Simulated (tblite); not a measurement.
## C$_{3}$H$_{13}$NOSi$_{2}$: nudged elastic band

System: C$_{3}$H$_{13}$NOSi$_{2}$, SMILES CC(C)O[SiH2][SiH2]N.
Method: GFN2-xTB climbing-image nudged elastic band, gas phase (tblite 0.8.0).

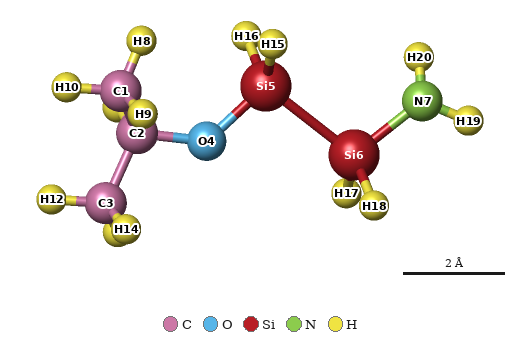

**Figure 1.** The structure as given in the input (ball-and-stick view, seen at a tilt; atoms are numbered from 1 in the order of the input).

Input
```
{"job": {"kind": "neb", "xc": "GFN2-xTB", "basis": "xTB", "atoms": [3, 4, 5, 6], "turn": 120}, "charge": 0, "multiplicity": 1}
C     -2.229638     0.853626     0.808041
C     -1.711320     0.206985    -0.471210
C     -2.506513    -1.048141    -0.820827
O     -0.363310    -0.158053    -0.352747
Si     0.947953     0.730024    -0.017068
Si     2.588504    -0.807550    -0.411471
N      4.027422    -0.005449     0.107749
H     -1.680444     1.769209     1.009610
H     -2.091473     0.172921     1.644379
H     -3.285807     1.088384     0.708618
H     -1.795046     0.933377    -1.294119
H     -3.557511    -0.806025    -0.952828
H     -2.124028    -1.486480    -1.738932
H     -2.404062    -1.778241    -0.021714
H      0.875171     1.296694     1.343341
H      0.958874     1.946851    -0.861016
H      2.664863    -1.290779    -1.810738
H      2.589969    -2.031497     0.402106
H      4.894779    -0.516539     0.096126
H      4.196470     0.941360    -0.189730
```

The first line tells a small driver script what to run in tblite; the rest is the geometry in Å.

Run on 1 CPU thread, shared host.

Launched with:
```bash
OMP_NUM_THREADS=1 python <driver script> task.json out
```

The program's output
```
image   E - E0 / eV
  0      -0.0000
  1       0.0065
  2       0.0190
  3       0.0346
  4       0.0504
  5       0.0646
  6       0.0774
  7       0.0889
  8       0.0850
```

Results in brief

| quantity | value |
| --- | --- |
| outcome | converged |
| forward barrier | 0.089 eV |
| wall time | 12 s |
| peak memory | 0.19 GiB |
